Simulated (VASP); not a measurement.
Band structure of ZrO2 (space group P4_2/nmc). These are r2SCAN meta-GGA, VASP's PBE PAW potentials (set 64) (plane waves; VASP 6.6.1) values and carry that method's errors.

The path is coarsely sampled, so an indirect gap can come out somewhat too large.

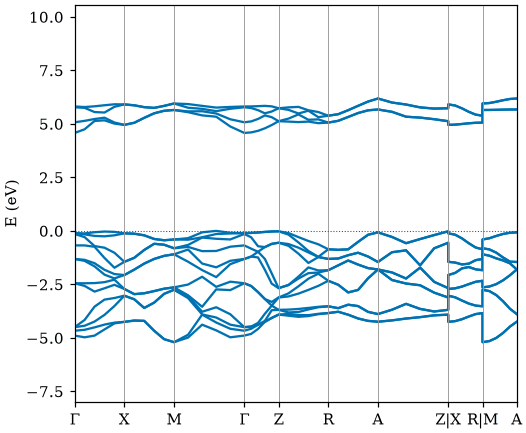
Figure: Bands along high-symmetry lines, zero at the valence-band maximum or, without a gap, the Fermi level

**Question.** Read the plot: is there a gap, and where are the band edges?

**Answer.** The gap is indirect, 4.58 eV, from the valence maximum at M-Γ at 0.60 to the conduction minimum at Γ.

The structure comes from a computed database's ZrO2 entry (P4_2/nmc); how it stands against other phases isn't given here. It was relaxed first.
